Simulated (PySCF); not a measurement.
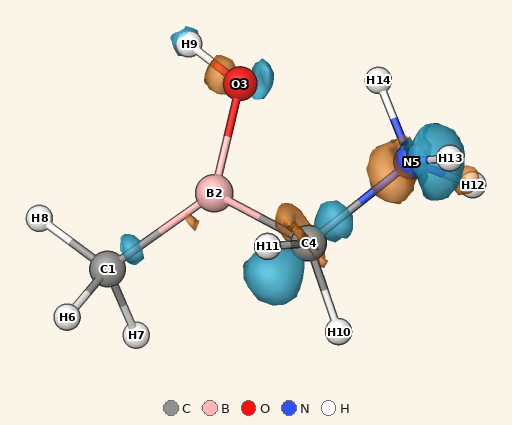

*C₂H₉BNO, charge +1, SMILES `CB(O)C[NH3+]`. Fukui function f⁺ = ρ(N+1) − ρ(N) at fixed geometry, surfaces at ±0.03 e/Å³ (light blue positive, orange negative).*

Method: r2SCAN/6-31+G*; geometry: GFN2-xTB; program: PySCF. No frequency check shows the geometry to be a minimum.

> Which atoms respond most to the addition of an electron?

f⁺ (Hirshfeld-condensed) is largest on H12 (0.16), H13 (0.16) and B2 (0.13); the vertical electron affinity is 3.48 eV (the stability of the neutral species's solution wasn't checked). Condensed values hint at sites of nucleophilic attack but needn't mark the atom that reacts. Shares this close don't rank the sites. Orbital relaxation makes it negative in places (0.10 e in all).
